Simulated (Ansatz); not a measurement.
# GeHSCl2F (SMILES [F][Ge]([SH])([Cl])[Cl]): CASCI(10,9)/Sapporo-TZP (density fitting with def2-universal-jkfit, def2-TZVP-rifit for correlation, accuracy low)

Aim: the vertical ionisation energy of GeHSCl2F at CASCI(10,9)/Sapporo-TZP (density fitting with def2-universal-jkfit, def2-TZVP-rifit for correlation, accuracy low), from 2 runs. 

The calculation is run with Ansatz 0.2.0.

2 further runs of the same task are left out: 2 for a known fault of the program.

**1. The system as given**

GeHSCl2F: 6 atoms, total charge 0, spin state singlet. As SMILES, `[F][Ge]([SH])([Cl])[Cl]`. Geometry: relaxed at PBE0-D4/def2-TZVP. This is one conformer, not always the lowest.

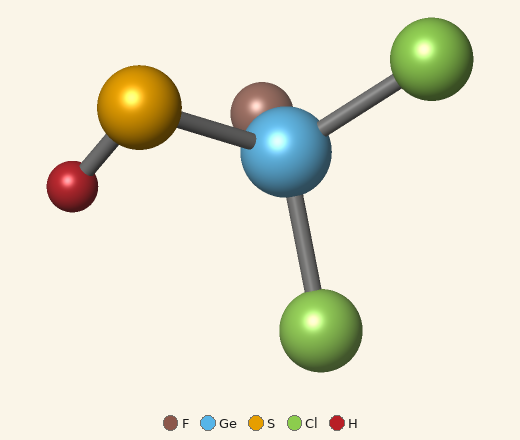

The structure, seen from a chosen angle (fluorine brown, germanium blue, sulfur amber, chlorine green, hydrogen red).

**2. The energy at CASCI(10,9)/Sapporo-TZP (density fitting with def2-universal-jkfit, def2-TZVP-rifit for correlation, accuracy low)**

The input, job.yaml:

```yaml
crystal:
  periodic: [false, false, false]
  atoms:
    - {symbol: F, position_ang: [1.026900, -1.407000, -0.691200]}
    - {symbol: Ge, position_ang: [-0.148100, -0.195600, -0.359900]}
    - {symbol: S, position_ang: [-0.244400, 0.240000, 1.774800]}
    - {symbol: Cl, position_ang: [-2.016500, -0.953000, -0.997700]}
    - {symbol: Cl, position_ang: [0.438900, 1.465300, -1.540500]}
    - {symbol: H, position_ang: [0.985300, 0.786300, 1.768500]}
basis:
  gaussian:
    orbitals: Sapporo-TZP.json
    fitting: {mean_field: def2-universal-jkfit, correlation: def2-TZVP-rifit.json}
correlation:
  active_space: {window: {electrons: 10, orbitals: 9}, shells: [{species: Ge, l: p, shell: 4}, {species: S, l: p, shell: 3}, {species: Cl, l: p, shell: 3}], fixed_orbitals: true}
  electrons: outside_noble_gas
accuracy: low
```

The basis set Sapporo-TZP is read from a file made from the Basis Set Exchange's data (not shown).

Launch:

```bash
$ ansatz run job.yaml --threads 1 --pin off --max-ram 2610MiB --events-out events.jsonl --progress --plain --runs-dir runs
```

What it wrote:

```text
Warning: RAYON_NUM_THREADS=1 ignored (pool sized by the plan → 1); use --threads N
Functional definition: HF
  name "HF"
  exchange = exact_x
  correlation = 0
745 factors; integrals over basis functions are off by at most 7.4e-1 eV
mean field evaluation 1: about -95020.8267 eV, gradient 3.4e1 eV
mean field evaluation 2: about -95022.4167 eV, gradient 2.3e1 eV
mean field evaluation 4: about -95023.2779 eV, gradient 8.5e-1 eV
mean field evaluation 8: about -95023.2831 eV, gradient 1.7e-6 eV
mean field -95023.28308798 eV, -3492.0412443886 hartree, gradient 1.7e-6 eV, S^2 0.000000; 0 other end points of the search recorded, 0 dependent functions left out
reference -95023.28308798 eV, -3492.0412443886 hartree; 46, 46 occupied and 143, 143 virtual orbitals, 745 factors
state -95023.37525011 eV, -3492.0446312844 hartree
Total energy: -95023.37525011 eV, -3492.0446312844 hartree
```

Wall time 13 s (1 thread of Intel Xeon at 2.50GHz (Skylake/Cascade Lake), shared host); peak memory 0.36 GiB.

**3. The doublet cation at the same level**

job.yaml, as its differences from that of step 2:

```diff
@@ -13,4 +13,6 @@
     fitting: {mean_field: def2-universal-jkfit, correlation: def2-TZVP-rifit.json}
+total_charge: 1
+magnetization: {spin_polarized: false, initial_magnetization: 1}
 correlation:
-  active_space: {window: {electrons: 10, orbitals: 9}, shells: [{species: Ge, l: p, shell: 4}, {species: S, l: p, shell: 3}, {species: Cl, l: p, shell: 3}], fixed_orbitals: true}
+  active_space: {window: {electrons: 9, orbitals: 9}, shells: [{species: Ge, l: p, shell: 4}, {species: S, l: p, shell: 3}, {species: Cl, l: p, shell: 3}], fixed_orbitals: true}
   electrons: outside_noble_gas
```

The basis set Sapporo-TZP is read from a file made from the Basis Set Exchange's data (not shown).

Launch:

```bash
$ ansatz run job.yaml --threads 1 --pin off --max-ram 2610MiB --events-out events.jsonl --progress --plain --runs-dir runs
```

What it wrote:

```text
Warning: RAYON_NUM_THREADS=1 ignored (pool sized by the plan → 1); use --threads N
[... 4 set-up lines as earlier in the session ...]
745 factors; integrals over basis functions are off by at most 7.4e-1 eV
mean field evaluation 1: about -95008.1186 eV, gradient 4.9e1 eV
mean field evaluation 2: about -95002.3905 eV, gradient 5.9e1 eV
mean field evaluation 4: about -95013.1131 eV, gradient 6.9e0 eV
mean field evaluation 8: about -95013.2838 eV, gradient 2.6e-3 eV
mean field evaluation 16: about -95011.6918 eV, gradient 1.3e-1 eV
mean field evaluation 32: about -95010.3596 eV, gradient 4.6e0 eV
mean field -95013.28381870 eV, -3491.6737780205 hartree, gradient 1.9e-6 eV, S^2 0.750000; 5 other end points of the search recorded, 0 dependent functions left out
reference -95013.28381870 eV, -3491.6737780205 hartree; 46, 45 occupied and 143, 144 virtual orbitals, 745 factors
state -95013.36767702 eV, -3491.6768597567 hartree
Total energy: -95013.36767702 eV, -3491.6768597567 hartree
```

It took 3.6 min on 1 thread of Intel Xeon at 2.50GHz (Skylake/Cascade Lake), shared host; peak memory 0.49 GiB.

**4. Summary of results**

Level: CASCI(10,9)/Sapporo-TZP (density fitting with def2-universal-jkfit, def2-TZVP-rifit for correlation, accuracy low).

| quantity | value |
| --- | --- |
| singlet GeHSCl2F: total energy | -3492.04463 Eh |
| doublet cation: total energy | -3491.67686 Eh |
| vertical ionisation energy (to the doublet cation) | 10.008 eV |

The vertical ionisation energy comes to 10.01 eV (231 kcal/mol). The accuracy setting (singlet GeHSCl2F) is loose, so the last digits carry no meaning. The accuracy setting (doublet cation) is loose, so the last digits carry no meaning.
